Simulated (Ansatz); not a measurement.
Reaction (SMILES): [SeH] (SeH) → H atom + Se atom
B3LYP-D3(BJ)/def2-TZVP geometries, fixed; electronic energies without zero-point terms.
Largest species:
```
Se
H 1 1.4749
```
Charge 0, spin multiplicity 2.

Basis-set convergence of the atomisation energy at MP2 with Ansatz (an electronic-structure program). Cartesian d functions, on some or all atoms, in 6-31G, 6-31G**; all else is spherical. Cores are frozen (with 3d on Ga to Br). Open shells are unrestricted. No added dispersion term, no relativity. Functions are those of the species that has most. Reference: Hartree-Fock in aug-cc-pV5Z plus the correlation part extrapolated as X^-3 from aug-cc-pVQZ and aug-cc-pV5Z, 75.50 kcal/mol, itself unsure by roughly 0.15 kcal/mol (a third of the extrapolation step and of the last Hartree-Fock step). Deviations are taken from unrounded values.

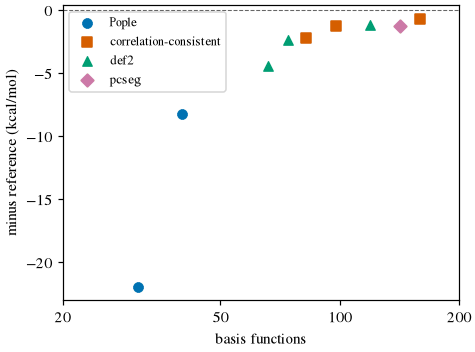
Figure. Deviation from the reference against the number of basis functions, by family of sets.

```tsv
basis	functions	atomisation energy (kcal/mol)	minus reference (kcal/mol)
6-31G	31	53.57	-21.92
6-31G**	40	67.29	-8.20
def2-TZVPD	66	71.11	-4.38
def2-TZVPPD	74	73.12	-2.37
aug-cc-pVTZ	82	73.30	-2.20
cc-pVQZ	98	74.26	-1.23
def2-QZVPP	119	74.29	-1.21
aug-pcseg-3	142	74.22	-1.28
cc-pV5Z	159	74.83	-0.67
```
